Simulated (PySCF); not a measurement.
# CH7B2N: the cost of one run

The runs use PySCF 2.14.0, with density-fitted response routines of our own; the level of theory stands in each step. All values are computed, except where a source is named. Atoms count from 0, in the outputs and in this text.

## Step 1: Starting geometry

11 atoms, charge 0, multiplicity 1; geometry from: PBE0-D3(BJ)/def2-SVP.

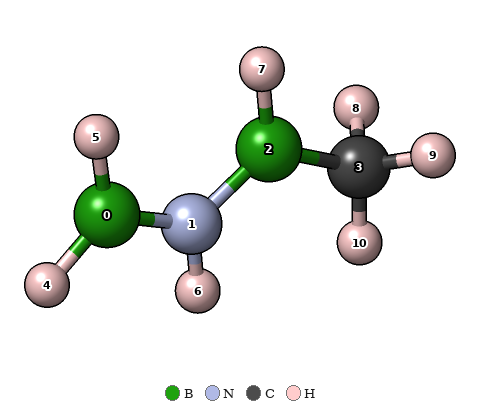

The starting geometry (boron green, nitrogen light blue, carbon dark grey, hydrogen pink), atoms numbered; sticks join atoms by distance.

## Step 2: Shielding tensors: HF/pcSseg-2

What the job is given:

```
{"job": {"kind": "nmr", "xc": "HF", "basis": "pcSseg-2", "pop": false}, "charge": 0, "multiplicity": 1}
B      2.105036    -0.178933    -0.492112
N      0.824891     0.314300    -0.143412
B     -0.397910    -0.423507    -0.115030
C     -1.766874     0.230707     0.273382
H      3.053545     0.572315    -0.477623
H      2.222831    -1.340242    -0.799328
H      0.766593     1.297891     0.108332
H     -0.334157    -1.595399    -0.414364
H     -2.472807     0.126431    -0.569392
H     -2.229288    -0.329760     1.103960
H     -1.716891     1.294407     0.553515
```

Method: GIAO HF/pcSseg-2 NMR shielding, non-relativistic, gas phase.

Command:

```
> OMP_NUM_THREADS=1 python probes_run.py task.json out
```

One launch serves the whole session: the jobs run in the order shown.

Q: Estimate the wall time and peak memory of this first job on 1 thread of Arm Neoverse N1, shared host.

About 20 s, with a peak of 0.92 GiB.
